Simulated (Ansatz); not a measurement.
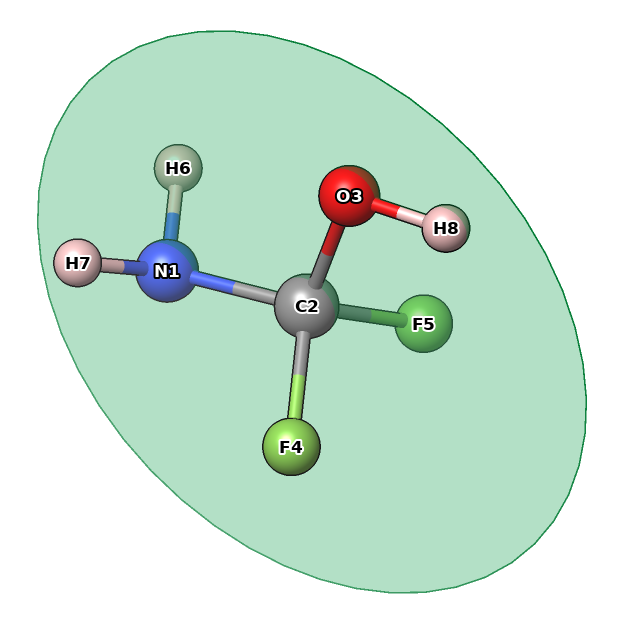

A disc through the centre of mass is drawn in. Atoms fade into the background with distance from the viewer. The computed structure is the end point of a PBE0-D4/def2-TZVP optimisation.

Is the plane of the disc a mirror plane of the structure?

Answer. Yes. The reflection leaves N1, C2, O3, H8 in place and moves F4 ↔ F5; H6 ↔ H7. The point group is Cs.
